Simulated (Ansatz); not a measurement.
# Knight shifts in Mo

Aim: the contact shift that conduction electrons give to the nuclei of Mo, and how far it is converged.

Program: Ansatz 0.2.0. Level of theory: DFT, PBE, plane-wave PAW, default files (PAW set soft_2), collinear spin, scalar-relativistic. Results are calculated unless marked as measured.

## (1) The starting structure

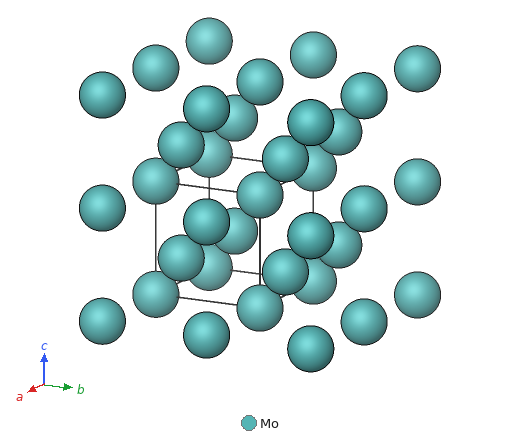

The cell as given, from a free direction (molybdenum teal). 2×2×2 cells are drawn. This picture shows the conventional cell, with its axes. Some periodic images of atoms are drawn too.

The cell is an entry of the Crystallography Open Database; it need not be the form that is stable at ambient conditions.

## (2) The crystal in a Zeeman field

A field acting on the spins alone polarises the electrons at the Fermi level, and through exchange the cores. The spin density that this leaves at a nucleus gives the contact field (2μ₀/3) μB ρ_s, and its ratio to B is the isotropic contact shift K; the spin-dipolar anisotropy is not included. The field, 300 T, is far above laboratory fields so that the moment stands clear of numerical noise; it splits the spins by 35 meV, against a smearing of 100 meV. The net moment comes from states near the Fermi level, so the mesh must be dense.

File input.yaml:

```yaml
crystal:
  lattice:
    - [-1.573415, 1.573415, 1.573415]
    - [1.573415, -1.573415, 1.573415]
    - [1.573415, 1.573415, -1.573415]
  atoms:
    - { symbol: Mo, position: [0.0, 0.0, 0.0] }
kpoints:
  mp_grid: { grid: [29, 29, 29] }
scf:
  lower_state_search: "off"
  occupations: { method: fermi_dirac, width: 0.1 }
  convergence: { dr2_threshold: 1.0e-10 }
hamiltonian:
  xc: pbe
output:
  efg: { contact_densities: true, quadrupole_moments_barn: { Mo: -0.022 } }
  forces: true
  dos: { de: 0.02 }
  write_density: true
  write_potential: true
  elf: true
  volumetric_format: npy
magnetization:
  spin_polarized: true
  magnetic_field: 300
```

Run with:

```bash
> ansatz run input.yaml --threads 2 --pin off --max-ram 4096MiB --backend cpu --events-out ev --progress --plain --runs-dir out
```

Numbers of over 12 decimals in the logs are rounded to 6 here.

The program printed:

```text
[a pick of lines, long numbers rounded; other set-up, energy and force rows are left out]
Functional definition: PBE
Basis set: ecut = 420 eV, 321 PW (Γ), exchange–correlation on 40×40×40 points (8 copies of the dense FFT grid, shifted against one another)
Symmetry: 48 space group operations
k-points: 680 of 24389
SCF iter   1: F=—  HF=-4956.644632 eV  |F-HF|=—  |Δ(HF+E_count)|=         —  Δρ=5.33e-2 (↑5.29e-2 ↓5.33e-2)  dr2=1.75e0  dr2_m=2.04e-5  M=0.010 μB ∫|m|=0.010 μB  β_m=1.00  ethr=3.10e-3  ⟨swp⟩=5.1  Hψ=96748  notcnv=0  defer=2
preconditioner: auto → none  [metal: Δε(μ)=0.007 eV  Ē_g=11.963 eV  σ=0.100 eV  W_gap=0.02  n_scr=0 (ndim 8)  ℏωp=23.0 eV  f_vac=0.000  D(μ)=0.55/eV (n_scr^D=0)]
SCF iter   2: F=—  HF=-4955.012120 eV  |F-HF|=—  |Δ(HF+E_count)|=    1.63e0  Δρ=6.18e-2 (↑4.57e-2 ↓6.18e-2)  dr2=2.13e-1  dr2_m=3.60e-1  M=1.260 μB ∫|m|=1.260 μB  ethr=3.10e-3  ⟨swp⟩=2.9  Hψ=43603  notcnv=0  defer=739
SCF iter   3: F=—  HF=-4955.938505 eV  |F-HF|=—  |Δ(HF+E_count)|=         —  Δρ=5.84e-2 (↑5.84e-2 ↓3.80e-2)  dr2=3.65e-1  dr2_m=2.42e-1  M=0.246 μB ∫|m|=0.246 μB  β_m=0.30  ethr=1.52e-3  ⟨swp⟩=1.2  Hψ=17528  notcnv=0  defer=739
SCF iter   4: F=—  HF=-4955.939674 eV  |F-HF|=—  |Δ(HF+E_count)|=   1.17e-3  Δρ=3.86e-2 (↑3.86e-2 ↓2.99e-2)  dr2=9.74e-2  dr2_m=1.33e-1  M=0.197 μB ∫|m|=0.197 μB  β_m=0.30  ethr=1.52e-3  ⟨swp⟩=2.6  Hψ=29059  notcnv=0  defer=739
SCF iter   5: F=—  HF=-4955.967719 eV  |F-HF|=—  |Δ(HF+E_count)|=   2.80e-2  Δρ=2.42e-2 (↑2.28e-2 ↓2.42e-2)  dr2=8.00e-3  dr2_m=7.31e-2  M=0.159 μB ∫|m|=0.159 μB  β_m=0.30  ethr=6.96e-4  ⟨swp⟩=2.3  Hψ=29342  notcnv=0  defer=739
SCF iter   6: F=—  HF=-4955.993543 eV  |F-HF|=—  |Δ(HF+E_count)|=   2.58e-2  Δρ=1.73e-2 (↑1.73e-2 ↓1.69e-2)  dr2=1.63e-4  dr2_m=4.18e-2  M=0.124 μB ∫|m|=0.124 μB  β_m=0.30  ethr=5.71e-5  ⟨swp⟩=2.0  Hψ=26975  notcnv=0  defer=730
SCF iter   7: F=—  HF=-4956.008651 eV  |F-HF|=—  |Δ(HF+E_count)|=   1.51e-2  Δρ=1.30e-2 (↑1.30e-2 ↓1.30e-2)  dr2=1.36e-5  dr2_m=2.40e-2  M=0.099 μB ∫|m|=0.099 μB  β_m=0.30  ethr=1.17e-6  ⟨swp⟩=2.1  Hψ=23865  notcnv=0  defer=730
SCF iter   8: F=—  HF=-4956.017412 eV  |F-HF|=—  |Δ(HF+E_count)|=   8.76e-3  Δρ=9.88e-3 (↑9.83e-3 ↓9.88e-3)  dr2=2.49e-6  dr2_m=1.39e-2  M=0.079 μB ∫|m|=0.079 μB  β_m=0.30  ethr=9.69e-8  ⟨swp⟩=2.0  Hψ=26790  notcnv=0  defer=730
SCF iter   9: F=—  HF=-4956.022489 eV  |F-HF|=—  |Δ(HF+E_count)|=   5.08e-3  Δρ=7.50e-3 (↑7.50e-3 ↓7.50e-3)  dr2=1.11e-7  dr2_m=8.04e-3  M=0.064 μB ∫|m|=0.064 μB  β_m=0.65  ethr=1.78e-8  ⟨swp⟩=2.0  Hψ=27055  notcnv=0  defer=730
SCF iter  10: F=—  HF=-4956.029604 eV  |F-HF|=—  |Δ(HF+E_count)|=   7.11e-3  Δρ=2.35e-4 (↑2.16e-4 ↓2.35e-4)  dr2=3.06e-6  dr2_m=6.57e-6  M=0.015 μB ∫|m|=0.015 μB  β_m=0.70  ethr=7.91e-10  ⟨swp⟩=4.2  Hψ=43260  notcnv=0  defer=730
SCF iter  11: F=—  HF=-4956.029588 eV  |F-HF|=—  |Δ(HF+E_count)|=         —  Δρ=4.91e-4 (↑4.57e-4 ↓4.91e-4)  dr2=5.44e-7  dr2_m=3.20e-5  M=0.011 μB ∫|m|=0.011 μB  β_m=0.70  ethr=7.91e-10  ⟨swp⟩=6.7  Hψ=109307  notcnv=0  defer=309
SCF iter  12: F=—  HF=-4956.029609 eV  |F-HF|=—  |Δ(HF+E_count)|=   2.10e-5  Δρ=2.21e-4 (↑2.21e-4 ↓2.06e-4)  dr2=9.70e-8  dr2_m=6.49e-6  M=0.013 μB ∫|m|=0.013 μB  β_m=0.85  ethr=7.91e-10  ⟨swp⟩=2.0  Hψ=38490  notcnv=0  defer=310
SCF iter  13: F=—  HF=-4956.029615 eV  |F-HF|=—  |Δ(HF+E_count)|=   5.83e-6  Δρ=3.67e-5 (↑2.89e-5 ↓3.67e-5)  dr2=6.11e-7  dr2_m=1.69e-8  M=0.015 μB ∫|m|=0.015 μB  β_m=0.69  ethr=6.93e-10  ⟨swp⟩=2.0  Hψ=27388  notcnv=0  defer=310
SCF iter  14: F=—  HF=-4956.029615 eV  |F-HF|=—  |Δ(HF+E_count)|=   2.38e-7  Δρ=5.94e-6 (↑5.82e-6 ↓5.94e-6)  dr2=6.72e-11  dr2_m=4.92e-9  M=0.015 μB ∫|m|=0.015 μB  β_m=0.84  ethr=6.93e-10  ⟨swp⟩=2.0  Hψ=27339  notcnv=0  defer=310
SCF iter  15: F=-4956.029615 eV  HF=-4956.029615 eV  |F-HF|=9.82e-11  |Δ(HF+E_count)|=   1.02e-8  Δρ=6.04e-7 (↑6.04e-7 ↓5.85e-7)  dr2=1.10e-12  dr2_m=4.93e-11  M=0.015 μB ∫|m|=0.015 μB  β_m=0.92  ethr=1.00e-12  ⟨swp⟩=7.1  Hψ=73207  notcnv=0
SCF iter  16: F=-4956.029615 eV  HF=-4956.029615 eV  |F-HF|=2.73e-12  |Δ(HF+E_count)|=  1.29e-10  Δρ=8.22e-8 (↑7.70e-8 ↓8.22e-8)  dr2=2.17e-14  dr2_m=8.96e-13  M=0.015 μB ∫|m|=0.015 μB  β_m=0.96  ethr=1.00e-12  ⟨swp⟩=3.0  Hψ=65041  notcnv=0
SCF iter  17: F=-4956.029615 eV  HF=-4956.029615 eV  |F-HF|=0.00e0  |Δ(HF+E_count)|=  3.64e-12  Δρ=3.75e-9 (↑3.75e-9 ↓3.32e-9)  dr2=1.49e-15  dr2_m=7.79e-16  M=0.015 μB ∫|m|=0.015 μB  ethr=1.00e-12  ⟨swp⟩=3.0  Hψ=58638  notcnv=0
SCF converged after 17 iterations
Magnetization: 0.0146 μB (7.0073 up, 6.9927 down)
Absolute magnetization: 0.0146 μB (∫|ρ↑−ρ↓|, with the PAW one-centre terms)
Per-site moments (μB) at R_I (Å): [(0.011057, 1.124159)]
Free energy (F): -4956.029615 eV
Fermi energy:    21.187140 eV
--- Forces (eV/Å), atoms counted from 1 ---
--- PAW observables at the nuclei: V_zz in 10²¹ V/m², potentials from the cell's mean, atoms counted from 1 ---
  atom   1  Mo V_zz =    +0.000000   η = 0.0000   by run symmetry: forbidden   C_q = -0.0000 MHz
            electrostatic potential = -6363.014635 V   contact ρ = 595277.349471 e/Å³   contact ρ_s (e/Å³): all electrons +0.002429, valence +0.016841
--- Band table (eV; the first three rows and the last of 1360) ---
  k-point 0 ↑: bands = ["-40.1176", "-13.3701", "-13.3701", "-13.3701", "13.9259", "19.7929", "19.7929", "19.7929", "22.8297", "22.8297", "35.8617", "35.8617", "35.8617"]
  k-point 1 ↑: bands = ["-40.1145", "-13.3879", "-13.3756", "-13.3703", "13.9793", "19.7625", "19.7886", "19.8426", "22.7828", "22.8304", "35.9026", "35.9499", "35.9692"]
  k-point 2 ↑: bands = ["-40.1054", "-13.4402", "-13.3917", "-13.3707", "14.1365", "19.6742", "19.7727", "19.9912", "22.6573", "22.8332", "36.0166", "36.2116", "36.2711"]
  k-point 679 ↓: bands = ["-39.6201", "-14.3013", "-14.2981", "-14.2981", "15.7610", "15.7704", "25.1201", "25.1201", "25.1799", "30.2066", "30.3945", "30.3945", "40.9974"]
```

Elapsed: 40 s, on 2 threads of Arm Neoverse N1, shared host; peak memory 0.53 GiB; 60 s of CPU time.

The moment is 0.0146 μB a cell, a spin susceptibility of 27.1 × 10⁻⁶ emu per mole of atoms. With 7.769 T for 1 e/Å³:

| site | nucleus | contact shift (ppm) | from valence states | rest (mostly cores) |
| --- | --- | --- | --- | --- |
| Mo | 95Mo | 63 | 436 | -373 |

The split depends on the files: semicore shells that they treat as valence count in the first part.

## (3) Is the response linear?

The shift is a ratio that holds only while the moment grows in step with the field, so the field is doubled.

input.yaml: that of step 2 with these lines changed.

```diff
@@ -18,9 +18,4 @@
   forces: true
-  dos: { de: 0.02 }
-  write_density: true
-  write_potential: true
-  elf: true
-  volumetric_format: npy
 magnetization:
   spin_polarized: true
-  magnetic_field: 300
+  magnetic_field: 600
```

The program printed:

```text
[a pick of lines, long numbers rounded; other set-up, energy and force rows are left out]
[...]
Basis set: ecut = 420 eV, 321 PW (Γ), exchange–correlation on 40×40×40 points (8 copies of the dense FFT grid, shifted against one another)
[... 1 set-up line as in the run before ...]
k-points: 680 of 24389
[...]
SCF converged after 17 iterations
Magnetization: 0.0291 μB (7.0146 up, 6.9854 down)
Absolute magnetization: 0.0291 μB (∫|ρ↑−ρ↓|, with the PAW one-centre terms)
Per-site moments (μB) at R_I (Å): [(0.022078, 1.124159)]
Free energy (F): -4956.029994 eV
Fermi energy:    21.186776 eV
--- Forces (eV/Å), atoms counted from 1 ---
[...]
atom   1  Mo V_zz =    -0.000000   η = 0.0000   by run symmetry: forbidden   C_q = +0.0000 MHz
[...]
```

Run time: 33 s. Hardware: 2 threads; peak memory 0.52 GiB.

The moment goes from 0.0146 to 0.0291 μB, a factor of 2.00, and the shift of Mo from 63 to 67 ppm. The response is linear on all sites, to 3 % of the larger of shift and valence part or 3 ppm; the largest move is +4 ppm, on Mo.

## (4) Other settings

Each row names what differs in the settings from the first run, the PAW files staying the same unless named (PBE, default files (PAW set soft_2), mesh 29×29×29, fermi dirac smearing of 0.1 eV, cutoff 420 eV, 300 T). Shifts in ppm; times on 2 threads of Arm Neoverse N1, shared host.

| run | time | χ_s (10⁻⁶ emu/mol) | Mo |
| --- | --- | --- | --- |
| first run | 40 s | 27.1 | 63 |
| mesh 36×36×36 | 60 s | 26.4 | 126 |
| 1000 T | 32 s | 27.0 | 76 |
| fermi dirac 0.2 eV | 34 s | 27.3 | 212 |
| r2SCAN, cutoff 500 eV | 80 s | 26.0 | -67 |
| mesh 10×10×10 | 5.1 s | 43.3 | -169 |

## (5) Outcome

| Quantity | Value |
| --- | --- |
| 95Mo contact shift | 63 ppm |
| spin susceptibility | 27.1 × 10⁻⁶ emu per mole of atoms |

**Reading.** The spin part of the Knight shift is 63 ppm on Mo in the first run. Widening the smearing to 0.2 eV changes the shift of Mo by +149 ppm. The finer mesh 36×36×36 changes the shift of Mo by +63 ppm; at least one site moves by over 5 %, so the first run is not converged in the mesh. Another functional changes the shift of Mo by -130 ppm (r2SCAN, with its higher cutoff). Over the rows of this table on the first cell the shift spans -169 to 212 ppm on Mo. On Mo the runs differ even in sign. On Mo the cores give a negative part that nearly cancels the valence part, as is usual where d states carry the induced moment. 1 further run of this session (failed, refused or on trial settings) is not shown. The orbital shift is left out; on d- and f-block metals such as Mo it can be large.

[Logs are printed without paths, hosts, clocks, repeated set-up lines and the standing remarks that a program may print on its own settings, such as how far it seeks lower states.]

[Hosts, paths, dates, database ids (printed as entryN), source tags and the programs' standing remarks are cut or masked in the printed files.]
